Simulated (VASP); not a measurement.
Band structure of Li₂Se (antifluorite). Calculation: optB86b-vdW, VASP's PBE PAW potentials (set 64) (plane waves; VASP).

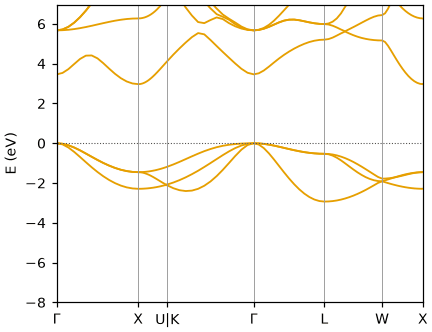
*Bands along high-symmetry lines, zero at the valence-band maximum or, without a gap, the Fermi level*

Problem. Read the plot: is there a gap, and where are the band edges?

Solution. The gap is indirect, 2.97 eV, from the valence maximum at Γ to the conduction minimum at X. (Edges off the drawn lines would not show.)

The compound is Li2Se in the antifluorite structure. It was relaxed first.
